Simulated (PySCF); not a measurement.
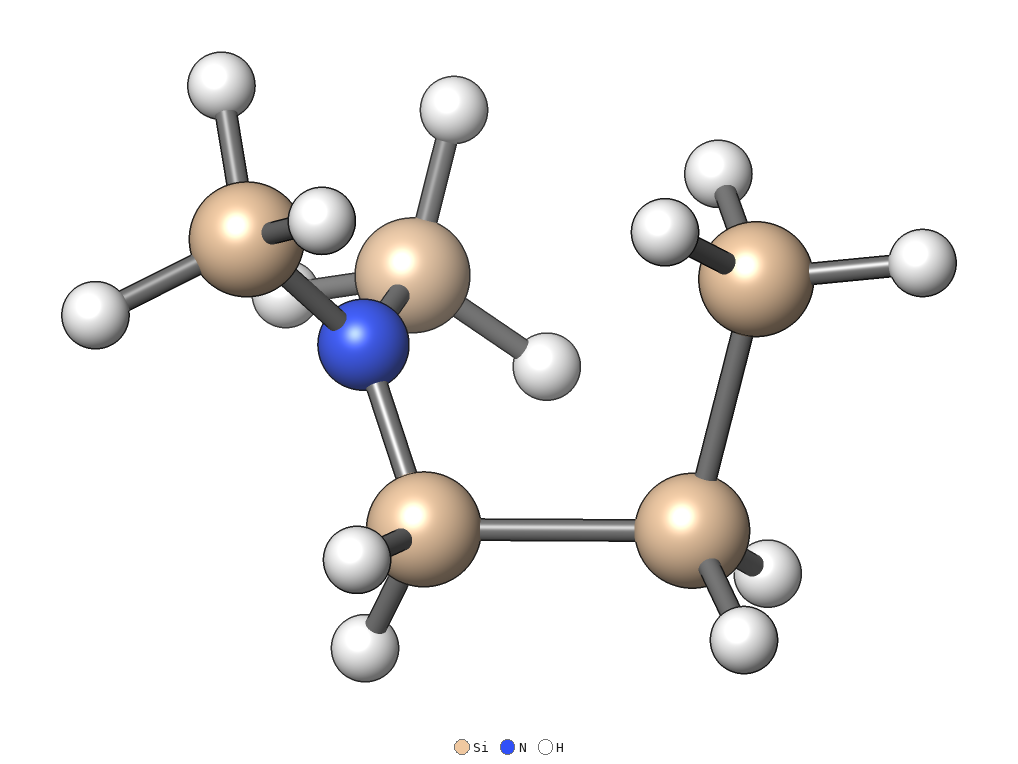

The computed structure is the end point of a PBE0-D3(BJ)/def2-SVP optimisation. No frequency run is at hand to confirm it as a minimum.

Draw it as a skeletal formula.

SMILES: [SiH3][SiH2][SiH2]N([SiH3])[SiH3]

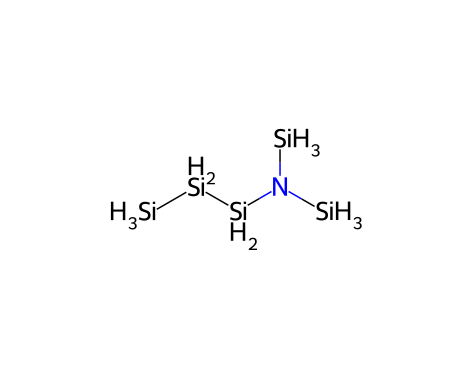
